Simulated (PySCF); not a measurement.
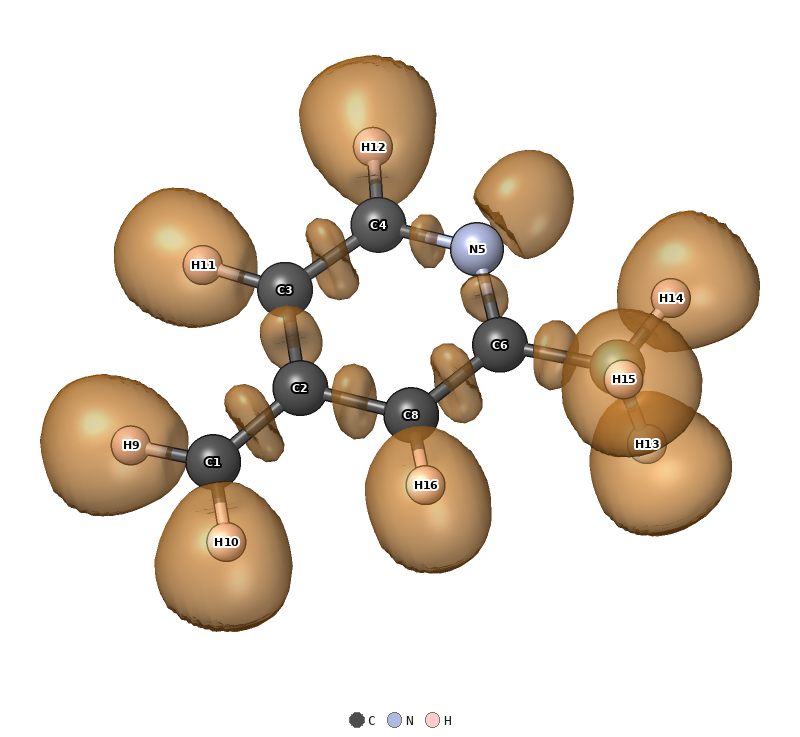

The picture shows: C$_{7}$H$_{8}$N (SMILES [CH2+]c1ccnc(C)c1) (charge +1). Isosurface of the ELF at 0.85 (orange), seen at a tilt. Only the valence region is drawn (cores and ρ < 0.01 e/Å³ removed).

Geometry: GFN2-xTB.

Theory: PBE0/pcSseg-1, SCF density, gas phase, non-relativistic (PySCF).

```xyz
16

C    -2.5271   -0.6249   -0.1858
C    -1.2964   -0.0468    0.0386
C    -1.1789    1.3692    0.2115
C     0.0944    1.8955    0.3066
N     1.1609    1.1269    0.3006
C     1.1392   -0.1573   -0.0113
C     2.4261   -0.8815   -0.1290
C    -0.0971   -0.8061   -0.0849
H    -3.4313   -0.0336   -0.1846
H    -2.6174   -1.6674   -0.4546
H    -2.0560    1.9862    0.3246
H     0.2649    2.9480    0.4945
H     2.5250   -1.3036   -1.1285
H     3.2535   -0.2035    0.0571
H     2.4731   -1.7083    0.5778
H    -0.1403   -1.8839   -0.1440
```

Q: Identify the bonds, lone pairs and shells in this picture.

A: The surface consists of six regions between bonded C–C atoms (shared pairs), two regions between bonded C–N atoms (shared pairs), eight regions around hydrogen nuclei and one lobe on N, pointing away from the bonds (lone pairs).

Values along the shortest contacts:
C–N (1.31 Å): the ELF peaks at about 0.90 between the atoms: localised, covalent bonding. C–C (1.38 Å): the ELF peaks at about 0.95 between the atoms, as expected for a covalent bond.
